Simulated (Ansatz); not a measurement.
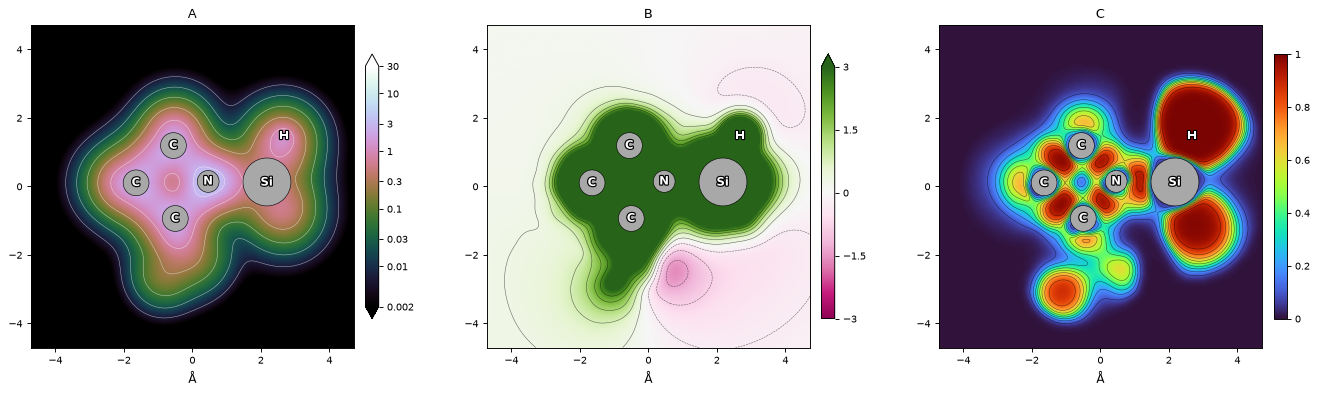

C3H10N2Si (SMILES NC1CCN1[SiH3]): 3 fields on the plane of atoms C3, C4 and N5, with unlabelled colour scales. Grey discs cover the atomic cores.

Theory: RHF/def2-SVP in Ansatz.

### Which field does each panel show? The fields are: electron density, electron localisation function and electrostatic potential.

Panel A: electron density. Panel B: electrostatic potential (strongly positive close to the atoms, with negative regions outside electron-rich atoms). Panel C: electron localisation function. From the grid: C–N (1.45 Å): the density is about 2 e/Å³ at the midpoint; the ELF peaks at about 0.95 between the atoms: a covalent bond. C–C (1.54 Å): ρ at the midpoint is about 1.7 e/Å³; the ELF peaks at about 1 between the atoms (a covalent bond).
